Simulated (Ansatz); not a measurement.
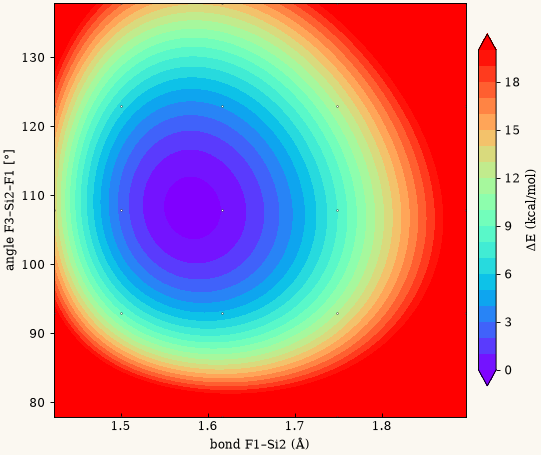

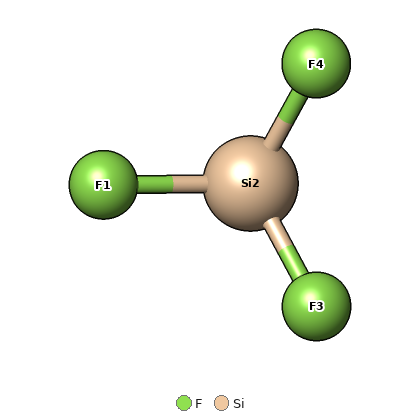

Energy landscape of F3Si, SMILES F[Si](F)F, spin multiplicity 2. Two internal coordinates are moved rigidly from the geometry relaxed at PBE0-D4/def2-TZVP, all others fixed. First axis: bond F1–Si2. Second axis: angle F3–Si2–F1. Grid: 5 × 5 points. Points are written as (first, second). Energies: kcal/mol, counted from the lowest grid point. Computed with Ansatz 0.2.0, UKS PBE0-D4/def2-TZVPP.

The picture shows filled contours, dots at the grid points, one colour for all values above the top of the scale. Between grid points the surface is interpolated. The second picture is the structure at the lowest point.

### Summarise what can be read from the map.

The lowest grid point is at (1.616 Å, 108°). It is the only kind of minimum in the scanned range. The highest grid point, (1.423 Å, 78°), lies 51.1 kcal/mol above the lowest. Round the minimum the two coordinates are weakly coupled (coupling 0.06 in units of the two stiffnesses).

The values on the grid:

```
angle F3–Si2–F1 ↓, bond F1–Si2 →  1.423  1.501  1.616  1.749  1.897
                             138   28.1   17.2   14.4   21.8   35.4
                             123   17.3    6.5    4.0   12.0   26.4
                             108   13.7    2.6    0.0    7.9   22.6
                              93   21.2    9.1    5.2   12.0   25.8
                              78   51.1   35.9   27.8   30.6   40.7
```
